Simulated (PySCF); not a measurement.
```xyz
2

Sn    0.0000    0.0000   -1.4051
Te    0.0000    0.0000    1.2969
```

Core potentials replace the inner electrons of Sn and Te.

These are results of PBE0/def2-SVP, non-relativistic Hamiltonian with scalar-relativistic core potentials where named, at a bond length of 2.702 Å (PySCF 2.14.0), not measurements.

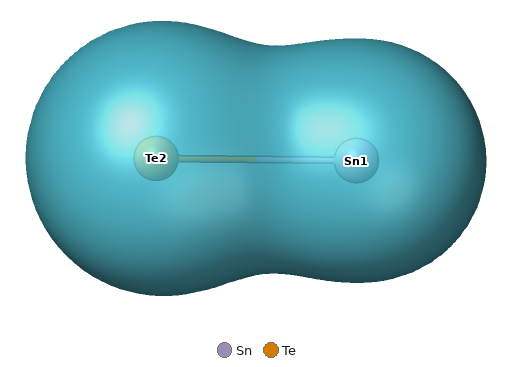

SnTe (charge +1, doublet). Isosurface of the electron density at 0.05 e/Å³ (cyan), seen from one side.

Q: Which contacts does the surface bridge?

A: At this value the surface is in one piece. It bridges the sampled Sn–Te (2.70 Å) contact, where the density stays above the isovalue. On the grid the lowest density along these lines, outside the cores, is 0.46 e/Å³ (Sn–Te, 2.70 Å).
